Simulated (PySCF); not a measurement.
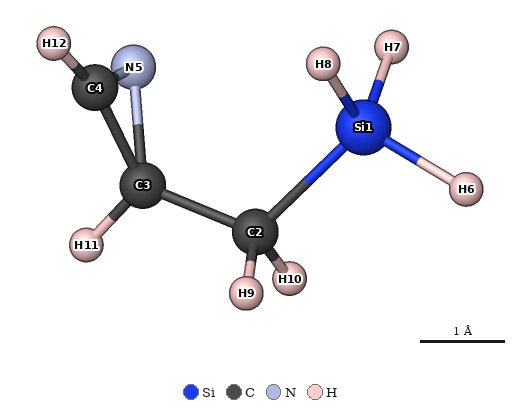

The input geometry of run 1 (ball-and-stick view, seen at a tilt; atoms are numbered from 1 in the order of the input). Bond lengths as drawn: C–C 1.45 to 1.51 Å, C–H 1.09 to 1.10 Å, C–N 1.25 to 1.52 Å, C–Si 1.89 Å and H–Si 1.49 to 1.50 Å.

## C3H7NSi: one change and its effect

System: C3H7NSi.
Method of run 1: GIAO HF/pcSseg-2 NMR shielding, non-relativistic, gas phase (PySCF 2.14.0).

The geometry comes from this level: PBE0-D3(BJ)/def2-SVP. Text and figures count atoms from 1; the logs count them from 0 in places.

**Input, run 1**
```
{"job": {"kind": "nmr", "xc": "HF", "basis": "pcSseg-2", "pop": false}, "charge": 0, "multiplicity": 1}
Si     1.412699    -0.189586     0.230728
C     -0.015994    -0.171337    -1.011233
C     -1.386438     0.108209    -0.443376
C     -1.800632    -0.275967     0.891024
N     -1.523527     0.944282     0.820703
H      2.663048    -0.559850    -0.500599
H      1.606266     1.138333     0.882432
H      1.166026    -1.213408     1.294384
H     -0.019276    -1.150579    -1.523134
H      0.222969     0.572337    -1.791606
H     -2.167312     0.291511    -1.195352
H     -2.129070    -1.001607     1.640105
```

The first line tells a small driver script what to run in PySCF; the rest is the geometry in Å.

Command:
```bash
OMP_NUM_THREADS=1 python <driver script> task.json out
```

Hardware: 1 CPU thread, shared host.

**Output (run 1)**
```
final grid: 94152 points
cycle   1  E = -460.9586135616  dE =  8.275e-01  |g| = 4.859e-01  |ddm| = 2.460e+00
cycle   2  E = -461.0223905490  dE = -6.378e-02  |g| = 2.803e-01  |ddm| = 5.584e-01
cycle   3  E = -461.0386625207  dE = -1.627e-02  |g| = 8.378e-02  |ddm| = 2.849e-01
cycle   4  E = -461.0408952726  dE = -2.233e-03  |g| = 2.306e-02  |ddm| = 1.010e-01
cycle   5  E = -461.0410696257  dE = -1.744e-04  |g| = 5.587e-03  |ddm| = 2.829e-02
cycle   6  E = -461.0410938328  dE = -2.421e-05  |g| = 2.904e-03  |ddm| = 1.178e-02
cycle   7  E = -461.0411003801  dE = -6.547e-06  |g| = 1.195e-03  |ddm| = 5.856e-03
cycle   8  E = -461.0411017876  dE = -1.407e-06  |g| = 4.410e-04  |ddm| = 2.567e-03
cycle   9  E = -461.0411019741  dE = -1.866e-07  |g| = 1.427e-04  |ddm| = 1.079e-03
cycle  10  E = -461.0411019899  dE = -1.575e-08  |g| = 4.248e-05  |ddm| = 3.498e-04
cycle  11  E = -461.0411019915  dE = -1.617e-09  |g| = 1.102e-05  |ddm| = 1.334e-04
cycle  12  E = -461.0411019916  dE = -7.287e-11  |g| = 4.560e-06  |ddm| = 2.849e-05
converged SCF energy = -461.0411019916

GIAO shielding tensors (ppm)
atom      isotropic    diamagn.    paramagn.     s11        s22        s33       span
  0 Si     442.925     875.212    -432.287    424.141    429.575    475.057     50.916
  1 C      177.078     242.849     -65.771    159.699    172.245    199.291     39.591
  2 C      169.520     241.517     -71.998    100.098    150.691    257.770    157.672
  3 C        1.189     258.673    -257.484   -216.746     58.737    161.576    378.322
  4 N     -116.728     318.306    -435.034   -473.323   -202.187    325.327    798.650
  5 H       28.269      29.255      -0.986     25.305     25.899     33.604      8.299
  6 H       28.257      29.601      -1.343     25.025     26.867     32.880      7.855
  7 H       28.558      30.245      -1.687     25.134     27.368     33.171      8.037
  8 H       30.540      31.066      -0.526     26.363     28.801     36.455     10.092
  9 H       30.155      31.161      -1.006     26.326     28.518     35.622      9.296
 10 H       29.616      28.943       0.673     22.850     26.368     39.631     16.780
 11 H       20.510      31.052     -10.542     14.216     23.433     23.882      9.666
```

For run 2 the input was changed thus:
```diff
-"xc": "HF"
+"xc": "OPBE"
```

How does run 2 compare with run 1?

The total energies belong to different methods, so their difference says nothing on which is more stable or more accurate. The HOMO goes from −10.83 to −6.41 eV. The LUMO goes from 2.66 to −1.77 eV. The dipole moment goes from 2.47 to 2.13 D. Of all shieldings, the largest change is that of N5, by +37.8 ppm. The method changes from HF to OPBE. Exact exchange removes part of the self-interaction error of semilocal functionals, which pushes filled and empty levels apart. The SCF takes 16 iterations against 12.

**Output (run 2)**
```
coarse grid: 10288 points
cycle   1  E = -462.6065713886  dE =  3.459e-01  |g| = 4.136e-01  |ddm| = 2.491e+00
cycle   2  E = -462.5077364738  dE =  9.883e-02  |g| = 7.426e-01  |ddm| = 9.542e-01
cycle   3  E = -462.6423922331  dE = -1.347e-01  |g| = 2.231e-01  |ddm| = 6.550e-01
cycle   4  E = -462.6520976993  dE = -9.705e-03  |g| = 8.337e-02  |ddm| = 1.758e-01
cycle   5  E = -462.6536169262  dE = -1.519e-03  |g| = 2.425e-02  |ddm| = 7.732e-02
cycle   6  E = -462.6537503642  dE = -1.334e-04  |g| = 6.643e-03  |ddm| = 2.569e-02
cycle   7  E = -462.6537611560  dE = -1.079e-05  |g| = 1.422e-03  |ddm| = 6.463e-03
cycle   8  E = -462.6537616088  dE = -4.528e-07  |g| = 4.280e-04  |ddm| = 1.857e-03
final grid: 94152 points
cycle   9  E = -462.6518569397  dE = -2.433e-04  |g| = 1.100e-02  |ddm| = 8.234e-02
cycle  10  E = -462.6518235620  dE =  3.338e-05  |g| = 1.474e-02  |ddm| = 1.873e-02
cycle  11  E = -462.6518772960  dE = -5.373e-05  |g| = 3.644e-03  |ddm| = 1.331e-02
cycle  12  E = -462.6518795031  dE = -2.207e-06  |g| = 1.931e-03  |ddm| = 3.934e-03
cycle  13  E = -462.6518802641  dE = -7.610e-07  |g| = 6.630e-04  |ddm| = 1.613e-03
cycle  14  E = -462.6518803660  dE = -1.019e-07  |g| = 1.103e-04  |ddm| = 5.077e-04
cycle  15  E = -462.6518803685  dE = -2.502e-09  |g| = 3.715e-05  |ddm| = 1.264e-04
cycle  16  E = -462.6518803689  dE = -3.567e-10  |g| = 5.078e-06  |ddm| = 4.570e-05
converged SCF energy = -462.6518803689

GIAO shielding tensors (ppm)
atom      isotropic    diamagn.    paramagn.     s11        s22        s33       span
  0 Si     421.296     880.962    -459.667    398.896    409.110    455.881     56.985
  1 C      168.545     247.404     -78.859    149.840    162.422    193.373     43.533
  2 C      153.741     247.730     -93.989     87.189    133.851    240.183    152.994
  3 C        5.320     263.288    -257.968   -164.193     36.262    143.890    308.083
  4 N      -78.963     322.240    -401.202   -371.736   -152.391    287.238    658.974
  5 H       27.592      29.413      -1.821     24.889     25.326     32.560      7.671
  6 H       27.565      30.276      -2.712     24.491     26.161     32.041      7.550
  7 H       27.848      30.976      -3.128     24.644     26.624     32.276      7.632
  8 H       29.683      30.460      -0.778     25.505     28.289     35.254      9.748
  9 H       29.370      30.366      -0.996     25.562     28.065     34.482      8.919
 10 H       29.111      28.232       0.879     22.667     26.165     38.500     15.834
 11 H       20.930      30.704      -9.774     15.077     22.448     25.264     10.187
```

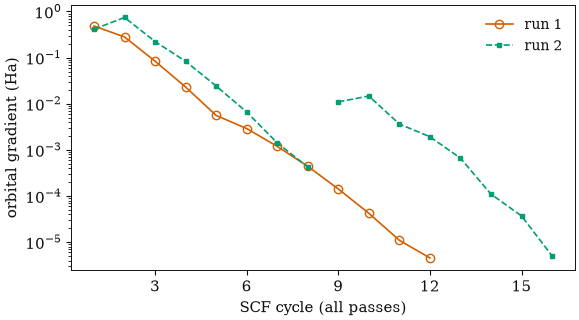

Convergence of the two runs: orbital gradient against the SCF cycle. A break in a curve parts two SCF passes (coarse and final grid). Run 1 takes 12 cycles in all, and run 2 takes 16.

**The two runs side by side**

| quantity | run 1 | run 2 |
| --- | --- | --- |
| outcome | converged | converged |
| total energy (hartree) | −461.041102 | −462.651880 |
| HOMO (eV) | −10.83 | −6.41 |
| LUMO (eV) | 2.66 | −1.77 |
| dipole moment (D) | 2.47 | 2.13 |
| shielding of Si1 (ppm) | 442.9 | 421.3 |
| shielding of C2 (ppm) | 177.1 | 168.5 |
| shielding of C3 (ppm) | 169.5 | 153.7 |
| shielding of C4 (ppm) | 1.2 | 5.3 |
| shielding of N5 (ppm) | −116.7 | −79.0 |
| shielding of H9 (ppm) | 30.5 | 29.7 |
| shielding of H10 (ppm) | 30.2 | 29.4 |
| SCF iterations | 12 | 16 |
| basis functions | 285 | 285 |
| wall time (shared host) | 17 s | 41 s |
